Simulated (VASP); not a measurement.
Band structure of CaSe (rock salt). These are PBEsol GGA with spin-orbit coupling, VASP's PBE PAW potentials (set 64) (plane waves; VASP 6.6.1) values and carry that method's errors.

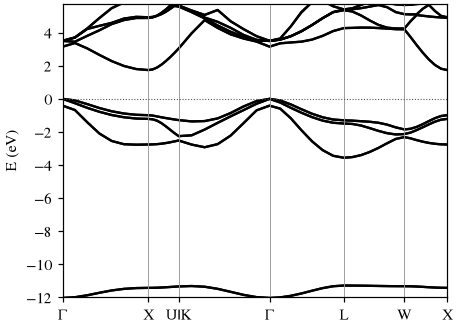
*Bands along high-symmetry lines, zero at the valence-band maximum or, without a gap, the Fermi level*

Task: Read the plot: is there a gap, and where are the band edges?

Result: The gap is indirect, 1.74 eV, from the valence maximum at Γ to the conduction minimum at X.

Measured: gap 3.85 eV (computed value off by -2.11 eV), as given by Abedi et al., (2022), arXiv:2211.14644.

The compound is CaSe in the rock salt structure. It was relaxed first.
